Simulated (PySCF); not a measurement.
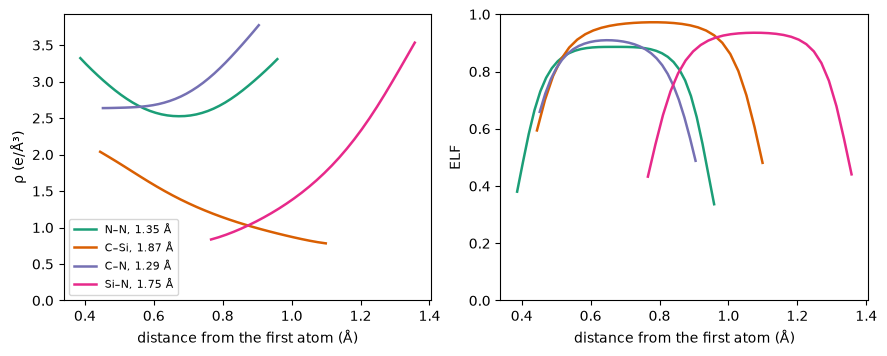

C2H7N3Si2 (SMILES [SiH3]c1nncn1[SiH3]). Total electron density and electron localisation function along straight lines between neighbouring atoms. The curves leave out the atomic cores.

Geometry: GFN2-xTB.

Theory: PBE0/pcSseg-1, SCF density, gas phase, non-relativistic (PySCF).

| atom | x (Å) | y (Å) | z (Å) |
| --- | --- | --- | --- |
| Si | 2.1552 | -0.3199 | 0.0309 |
| C | 0.6106 | 0.7210 | -0.1419 |
| N | 0.6454 | 1.9995 | -0.3829 |
| N | -0.6169 | 2.4591 | -0.4546 |
| C | -1.4018 | 1.4520 | -0.2556 |
| N | -0.6994 | 0.2975 | -0.0465 |
| Si | -1.3283 | -1.3081 | 0.2599 |
| H | 2.1202 | -1.3696 | -0.9950 |
| H | 2.1349 | -0.9576 | 1.3535 |
| H | 3.3042 | 0.5588 | -0.1301 |
| H | -2.4712 | 1.4945 | -0.2506 |
| H | -0.8420 | -1.7120 | 1.5763 |
| H | -0.8325 | -2.1671 | -0.8120 |
| H | -2.7793 | -1.1486 | 0.2264 |

Compare the contacts.

Answer. N–N (1.35 Å): ρ at the midpoint is about 2.5 e/Å³; the ELF peaks at about 0.90 between the atoms: a covalent bond.
C–Si (1.87 Å): ρ is about 0.95 e/Å³ halfway; the ELF peaks at about 1 between the atoms (a covalent bond).
C–N (1.29 Å): ρ is about 2.7 e/Å³ halfway; the ELF peaks at about 0.90 between the atoms; a covalent bond.
Si–N (1.75 Å): ρ at the midpoint is about 1 e/Å³; the ELF peaks at about 0.95 between the atoms (a shared but strongly polarised pair).
